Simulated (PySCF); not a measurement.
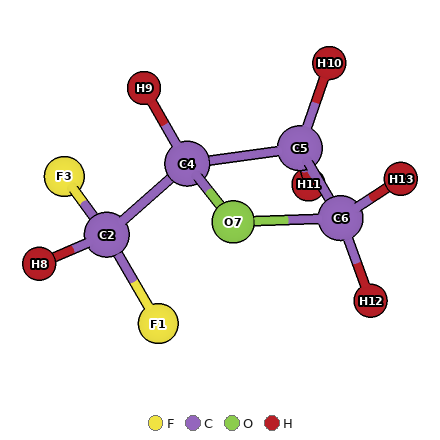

C₄H₆F₂O, SMILES FC(F)[C@@H]1CCO1. Vertical core-electron binding energies by ΔSCF (B3LYP, pcX-2 on the ionised atom, pcseg-1 elsewhere, spin-free X2C; PySCF 2.14.0, at a PBE0-D3(BJ)/def2-SVP geometry (no frequency check)), gas phase, against the vacuum level. One atom of each kind was ionised; within a panel, areas follow the number of like atoms, Gaussians of 0.6 eV full width. Only the regions named are shown. Lines closer than the width merge in the curve.

**Predict the C 1s photoelectron lines.**

```tsv
level	atoms	binding energy (eV)
C 1s	C2	295.7
C 1s	C4	292.7
C 1s	C6	292.5
C 1s	C5	291.3
```

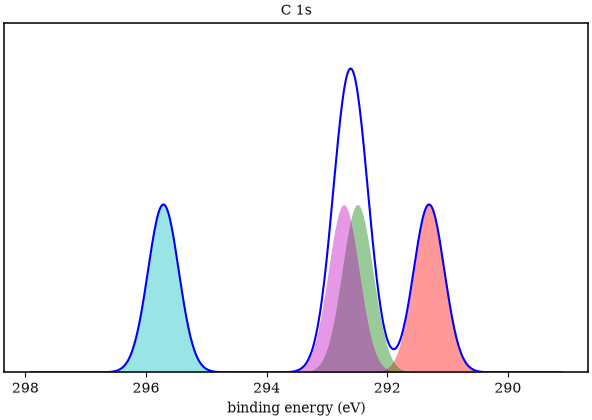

Note: one conformer of a flexible molecule.
